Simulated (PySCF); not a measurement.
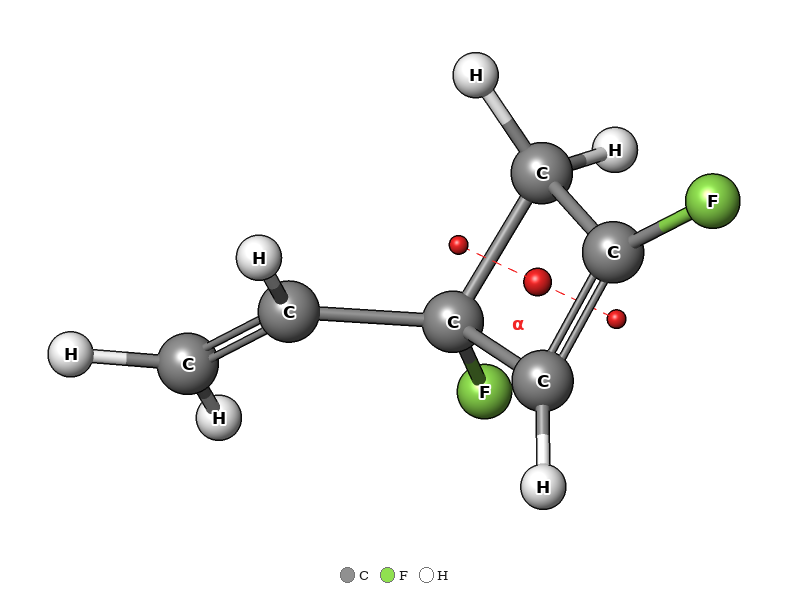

The small points mark where nucleus-independent chemical shifts (NICS) were computed: at the centre of each lettered ring and 1 Å above and below it. The geometry was computed by an optimisation with GFN2-xTB. No frequency run is at hand to confirm it as a minimum. Method: GIAO PBE0/pcSseg-1 NMR shielding, non-relativistic, gas phase (PySCF 2.14.0).

Give NICS(0), NICS(1) and the out-of-plane component NICS(1)zz for each ring (means of the two sides).

```csv
ring,members,NICS(0),NICS(1),NICS(1)zz
α,C4,−7.2,−2.8,−0.5
```

Values in ppm.
